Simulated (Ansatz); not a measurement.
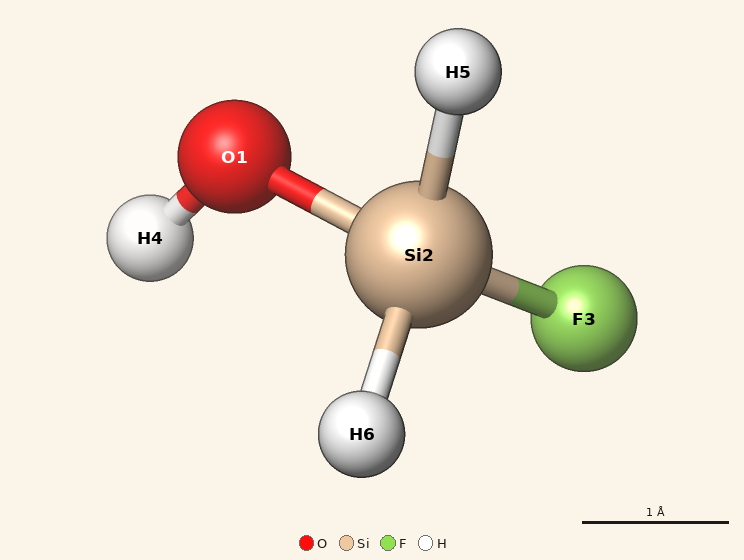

Source: calculation with Ansatz.

Geometry: moved along internal coordinates away from the minimum.

List the bonds and their lengths.

```csv
bond,length (Å),order
O1–Si2,1.630,single
O1–H4,0.958,single
Si2–F3,1.596,single
Si2–H5,1.474,single
Si2–H6,1.482,single
```
